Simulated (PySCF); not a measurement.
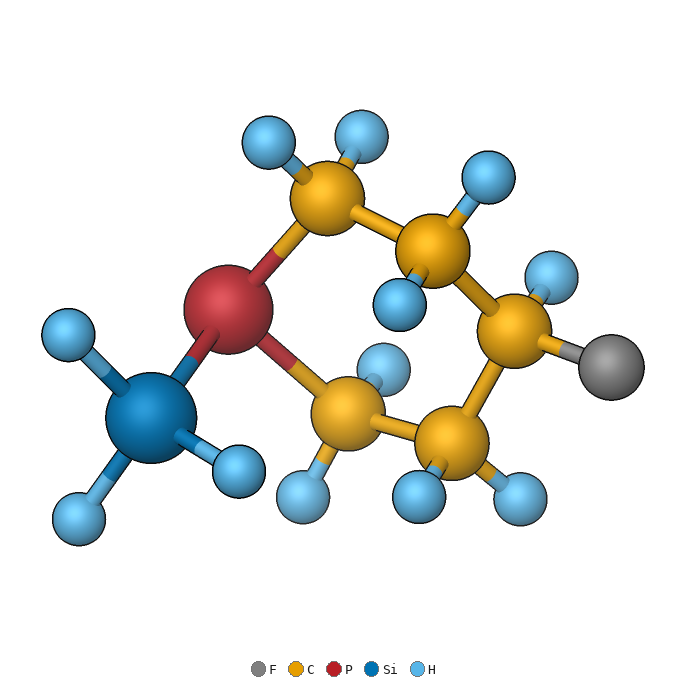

A ball-and-stick model of a molecule.

Computed geometry: PBE0-D3(BJ)/def2-SVP optimisation. No frequency run is at hand to confirm it as a minimum.

Identify the structure.

The molecule is C₅H₁₂FPSi. SMILES: `FC1CCP([SiH3])CC1`. Independent rings (smallest set): 1 of 6 members. Among its groups: C–F bond, Si–H bond. Coordination: 5 C tetrahedral; 1 P trigonal pyramidal; 1 Si tetrahedral.

More results for the same structure follow; atom numbers are the same in all pictures, views and colours differ.

### Geometry

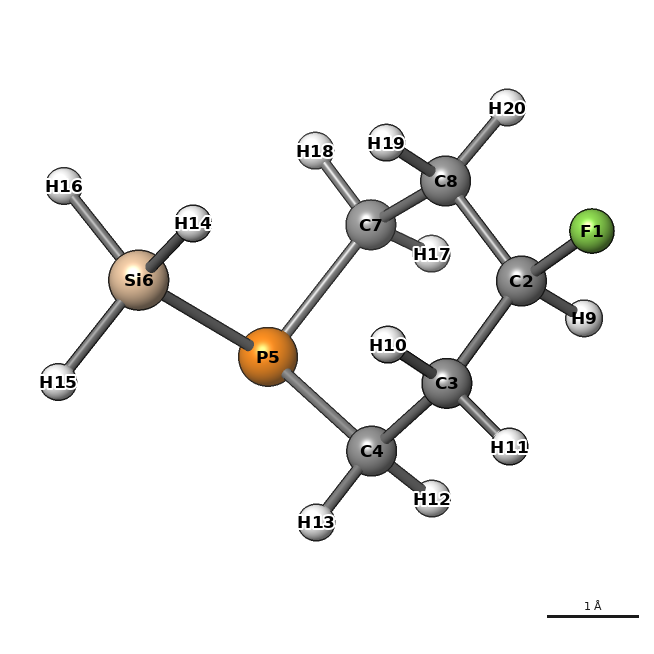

Numbered structure. No frequency run is at hand to confirm it as a minimum.

Give the bond lengths. Leave out bonds to hydrogen.

| bond | length (Å) | order |
| --- | --- | --- |
| F1–C2 | 1.381 | single |
| C2–C3 | 1.517 | single |
| C2–C8 | 1.517 | single |
| C3–C4 | 1.524 | single |
| C4–P5 | 1.870 | single |
| P5–Si6 | 2.263 | single |
| P5–C7 | 1.869 | single |
| C7–C8 | 1.524 | single |

### NMR shielding

The questions are on isotropic NMR shieldings of the C atoms. No frequency run is at hand to confirm it as a minimum. Level of theory: GIAO PBE0/pcSseg-1 NMR shielding, non-relativistic, IEF-PCM dimethylsulfoxide (PySCF 2.14.0).

Which C atom is the most shielded (lowest chemical shift)?

Answer. C4, C7 (165.5 to 165.8 ppm).

Which C atom is the least shielded (highest chemical shift)?

Answer. C2 (91.6 ppm).

How wide is the range of C shifts?

Answer. 74.2 ppm.

List the isotropic NMR shieldings of the C atoms.

```tsv
atom	σ (ppm)
C2	91.6
C3	152.6
C4	165.8
C7	165.5
C8	152.4
```

### Excitation

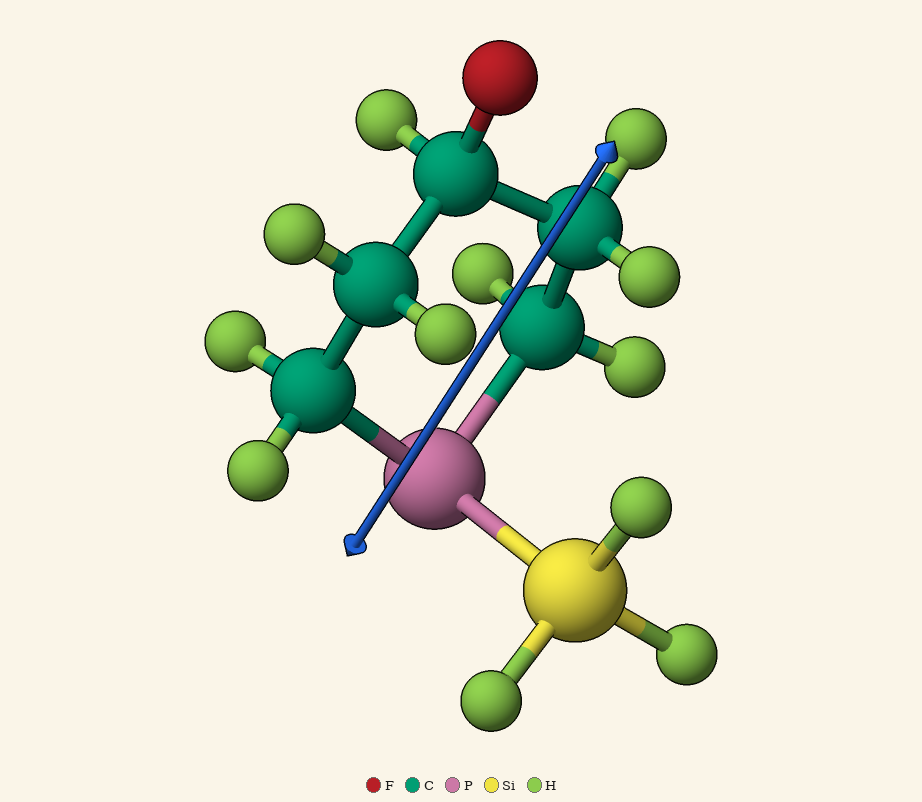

The double arrow shows the direction of the transition dipole to excited singlet state 8 (its length means nothing). No frequency run is at hand to confirm it as a minimum. Method: TDDFT PBE0/def2-SVPD, vertical, gas phase, core orbitals frozen in the response (PySCF 2.14.0).

Give its energy, strength and character.

Answer. 7.32 eV (169 nm), oscillator strength 0.031, mainly HOMO → LUMO+8 (weight 0.78); transition dipole 1.06 D.

### Charges

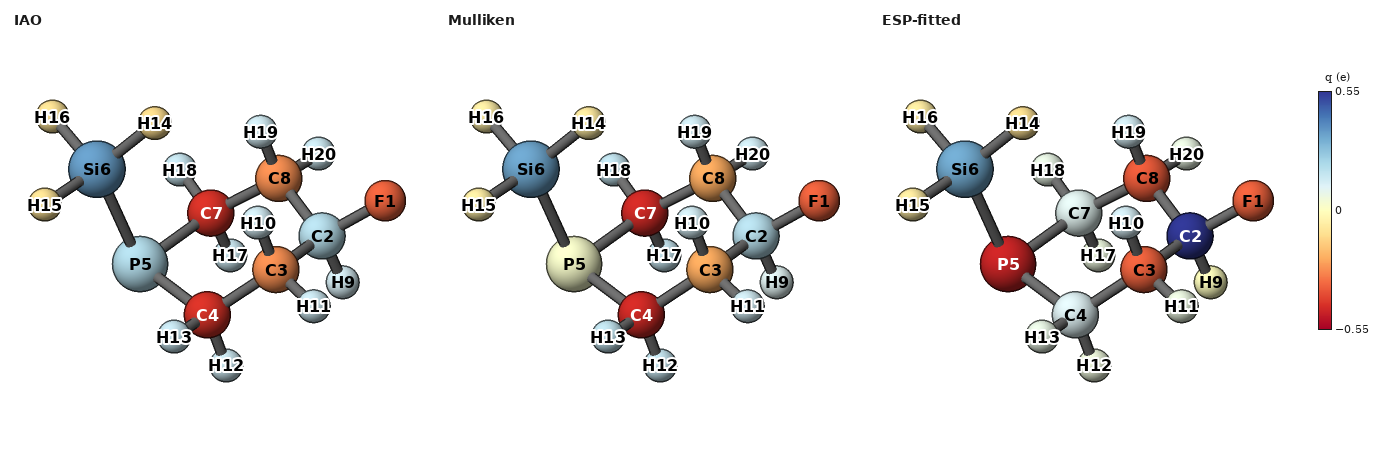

Atomic charges of one calculation by 3 schemes, on one colour scale. No frequency run is at hand to confirm it as a minimum. Computed with PBE0/pcSseg-1 in benzene (IEF-PCM) (PySCF 2.14.0).

On which atom do the schemes disagree most?

Answer. On P5 (from −0.46 to 0.20 e).

List the charges (e), one line for each set of equivalent atoms. Atoms whose distances differ by more than 0.02 Å in this geometry are listed apart.

```
  atom    IAO  Mulliken  ESP-fitted
    F1  −0.34     −0.35       −0.35
    C2   0.19      0.19        0.55
    C3  −0.27     −0.22       −0.35
C4, C7  −0.43     −0.45        0.11
    P5   0.20      0.02       −0.46
   Si6   0.36      0.34        0.33
    C8  −0.27     −0.22       −0.36
    H9   0.13      0.10        0.00
   H10   0.14      0.14        0.13
   H11   0.15      0.14        0.06
   H12   0.15      0.16        0.06
   H13   0.16      0.17        0.08
   H14  −0.11     −0.07       −0.11
   H15  −0.10     −0.06       −0.06
   H16  −0.10     −0.06       −0.06
   H17   0.15      0.16        0.06
   H18   0.16      0.17        0.08
   H19   0.14      0.14        0.13
   H20   0.15      0.14        0.07
```

### Ring current

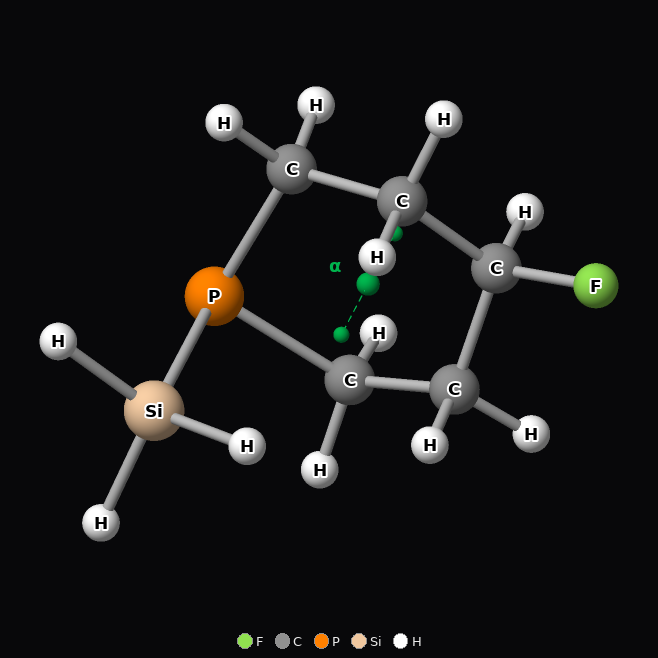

The small points mark where nucleus-independent chemical shifts (NICS) were computed: at the centre of each lettered ring and 1 Å above and below it. No frequency run is at hand to confirm it as a minimum. Properties computed with GIAO PBE0/pcSseg-1 NMR shielding, non-relativistic, gas phase (PySCF 2.14.0).

Give NICS(0), NICS(1) and the out-of-plane component NICS(1)zz for each ring (means of the two sides).

```json
{"ring": "α", "members": "C5P", "NICS(0)": "−3.5", "NICS(1)": "−2.7", "NICS(1)zz": "2.0"}
```

Values in ppm.

What do the values say about the ring currents?

Answer. Ring α: weak, as in a non-aromatic ring. NICS is one index among several.

Mulliken values depend strongly on the basis set and can even reverse the polarity of a bond.
